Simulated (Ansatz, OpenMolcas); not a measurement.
Strength of the Si–H bond: SiH2(CH3)F → SiH(CH3)F + H

Species: SiH2(CH3)F, singlet; SiH(CH3)F, doublet; H atom, doublet. 

Shapes, held fixed at every level: PBE0-D4/def2-TZVP. Programs: Ansatz 0.2.0, OpenMolcas 26.06. The zero-point and thermal change to 298 K, harmonic and unscaled (PBE0-D4/def2-TZVP), is -19.1 kJ/mol.

```tsv
level	kind	ΔH(298 K) (kJ/mol)	less CCSD(T)/CBS estimate
HF/def2-TZVPP	Hartree–Fock	+314.5	-87.3
B3LYP/6-31G* (Cartesian functions)	global hybrid	+389.5	-12.3
B3LYP-D4/def2-TZVPP	global hybrid	+389.9	-11.9
BHLYP-D4/def2-TZVPP	global hybrid	+394.0	-7.8
wB97M-V/def2-TZVPP	range-separated hybrid	+400.6	-1.2
B2PLYP/def2-TZVPP	double hybrid	+390.3	-11.5
CCSD(T)/def2-TZVPP	coupled cluster or CI	+395.1	-6.7
CCSD(T)/CBS estimate	coupled cluster or CI	+401.8	0.0
```

The highest level, CCSD(T)/CBS estimate, gives ΔH(298 K) = +401.8 kJ/mol; the levels span +314.5 to +401.8. The column of differences is taken from that level and isn't an error. Hartree–Fock misses the correlation of the pair that is broken and comes out low. No measured value is set beside it here. Open shells run unrestricted unless RO is named. The CBS estimate extrapolates MP2 from def2-TZVPP and def2-QZVPP and adds CCSD(T) − MP2 in the triple-zeta set, cores frozen.

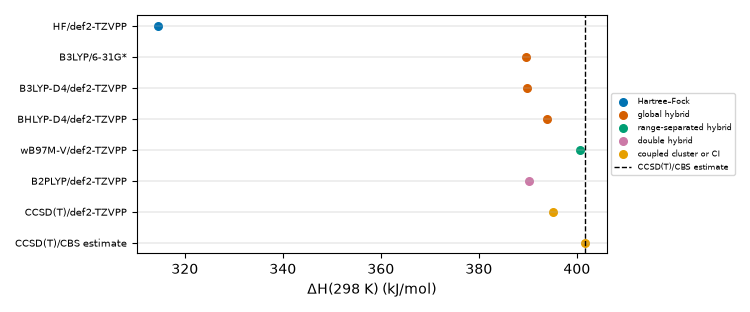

The values of the table, level by level.
